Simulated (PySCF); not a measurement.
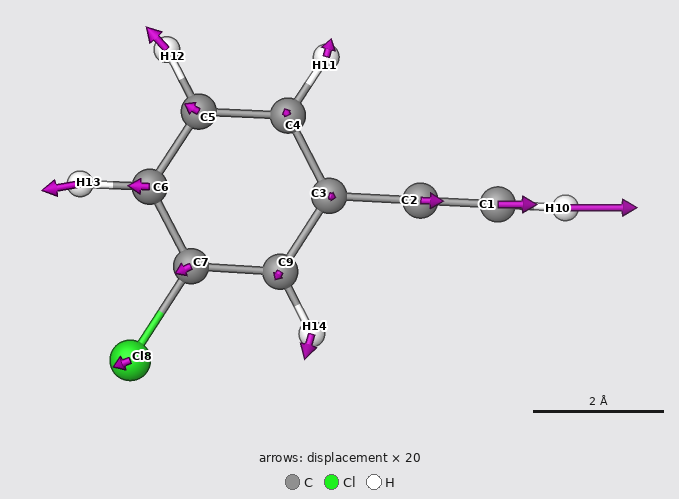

This is a relaxation of C8H5Cl. The starting structure is drawn; purple arrows show the displacements, 20 times their true length. The two geometries are superimposed by the best rigid fit.

Style: ball-and-stick. Shown at a tilt.

The start comes from GFN2-xTB.

All numbers below come from PySCF, PBE0-D3(BJ)/def2-SVP geometry optimisation, gas phase. 

Question: Which element moves most?

Answer: Hydrogen: up to 0.057 Å, against 0.031 Å for carbon.

Question: What did the optimiser do to the structure, and how much energy did it gain?

Answer: Over 2 geometry steps the energy falls by 1.15 kcal/mol. Largest force component: 0.93 eV/Å at the start, 0.017 eV/Å at the end. The atom that moves furthest after the best rigid fit is H10 (0.057 Å). By element the largest moves are H 0.057 Å, C 0.031 Å, Cl 0.015 Å. Near-neighbour distances that change, for instance: C1–H10 1.049 → 1.074 Å, C2–C3 1.416 → 1.429 Å, C1–C2 1.200 → 1.213 Å, C4–H11 1.080 → 1.091 Å. The run took roughly 50 core-seconds on a shared host.
